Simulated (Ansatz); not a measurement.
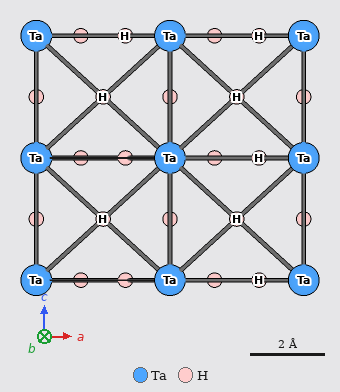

Solid TaH$_{5}$ (a generated structure, set up in P6/mmm) (coarse preliminary run), before the relaxation. The picture is a ball-and-stick view of the cell of the calculation, repeated 2 × 1 × 2 with one cell outlined, seen along the b axis.

The calculation used DFT PBE, scalar-relativistic, plane waves, PAW in Ansatz.

Input
```yaml
crystal:
  lattice:
    - [4.1913431, 0.0, 0.0]
    - [-2.09567155, 3.6298096, 0.0]
    - [0.0, 0.0, 3.31799277]
  atoms:
    - { symbol: Ta, position: [0.0, 0.0, 0.0] }
    - { symbol: H, position: [0.5, 0.0, 0.5] }
    - { symbol: H, position: [0.5, 0.5, 0.5] }
    - { symbol: H, position: [0.0, 0.5, 0.5] }
    - { symbol: H, position: [0.33333333, 0.66666667, 0.0] }
    - { symbol: H, position: [0.66666667, 0.33333333, 0.0] }
basis:
  ecutwfc: 420
kpoints:
  mp_grid: { grid: [6, 6, 6] }
hamiltonian:
  xc: pbe
scf:
  occupations: { method: gaussian, width: 0.1 }
  lower_state_search: "off"
output:
  forces: true
  stress: true
  eigenvalues: true
relax:
  adjacent_minimum: "off"
  f_tol: 0.04
  max_steps: 70
  cell: { stress_tol: 0.4 }
```

Command:
```bash
ansatz run input.yaml --threads 1 --pin off --max-ram 2048MiB --backend cpu --events-out ev --progress --plain --runs-dir out
```

**Where does the relaxation end?**

Over 5 accepted moves (6 points after the start) the energy falls by 583 meV per atom. All forces vanish by symmetry, so only the cell relaxes. The pressure goes from −35.66 to −0.16 GPa. At 1 point the geometry stayed and the basis and grid were re-selected for the new cell (energy shift of 1.5 meV per atom at most each time). The atoms keep their places relative to the cell (all moves are under 0.005 Å). The volume changes by −39.7 %, with a = b 4.191 → 3.452 Å (−17.6 %), c 3.318 → 2.948 Å (−11.1 %). Near-neighbour distances that change, for instance: Ta1–H5 2.420 → 1.993 Å, Ta1–H2 2.673 → 2.270 Å, Ta1–Ta1 3.318 → 2.948 Å. The space group stays P6/mmm (No. 191).

Step by step:

| step | E − E(0), meV/atom | pressure, GPa | volume, Å³/atom | note |
| --- | --- | --- | --- | --- |
| 0 | 0.00 | -35.66 | 8.413 |  |
| 1 | -241.91 | -34.07 | 7.338 |  |
| 2 | -437.08 | -27.96 | 6.388 |  |
| 3 | -560.13 | -14.38 | 5.551 |  |
| 4 | -583.73 | 1.90 | 5.019 |  |
| 5 | -584.62 | 0.02 | 5.072 |  |
| 6 | -583.11 | -0.16 | 5.072 | same geometry, new basis |

The structure at the end:

```
CELL_PARAMETERS angstrom
3.45241 0.00000 0.00000
-1.72620 2.98987 0.00000
0.00000 0.00000 2.94833
ATOMIC_POSITIONS crystal
Ta 0.00000 0.00000 0.00000
H 0.50000 0.00000 0.50000
H 0.50000 0.50000 0.50000
H 0.00000 0.50000 0.50000
H 0.33333 0.66667 0.00000
H 0.66667 0.33333 0.00000
```

The end point in the same view:

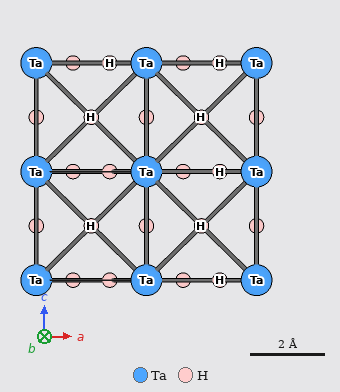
